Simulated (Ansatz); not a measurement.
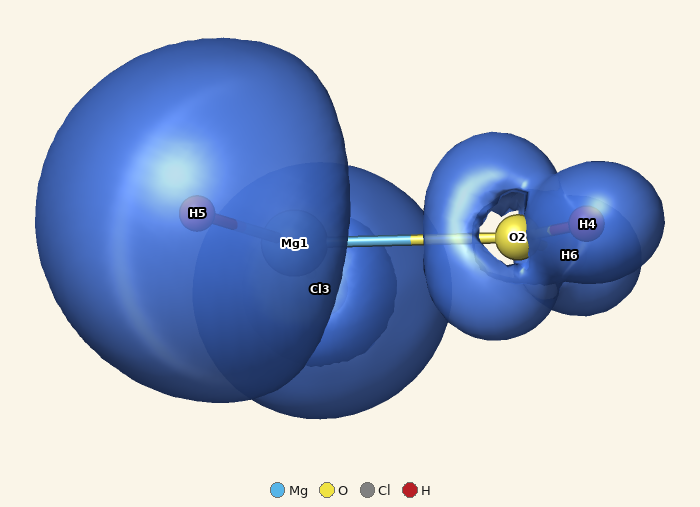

Figure 1: ClH3MgO. Isosurface of the electron localisation function at 0.8 (blue), seen from one side. Only the valence region is drawn (cores and ρ < 0.01 e/Å³ removed).

The product side of a reaction path; geometry: PBE0-D4/def2-TZVP.

Theory: RKS PBE0-D4/def2-TZVPP (Ansatz).

```xyz
6

Mg    0.0912    0.6556   -0.8740
O     0.1529   -0.4307    0.8789
Cl   -1.6467   -0.5485   -1.6127
H     0.6647   -0.4451    1.6905
H     1.2706    1.8774   -0.9880
H    -0.5326   -1.1088    0.9053
```

Question: What do the ELF domains correspond to?

Answer: At this value the surface marks out one region around a hydrogen nucleus, one region wrapped around Cl (its valence shell) and one joined region spread over several atoms (H, O), in which their bonds and any lone pairs are merged. Profiles from the grid: Mg–O (2.06 Å): the ELF peaks at about 0.90 in the valence shell of O, 0.6 Å from its nucleus, and is about 0.25 at the midpoint: a largely ionic contact. Mg–Cl (2.24 Å): the ELF peaks at about 0.85 in the valence shell of Cl, 0.9 Å from its nucleus, and falls to about 0.05 next to Mg; a closed-shell, largely ionic contact.
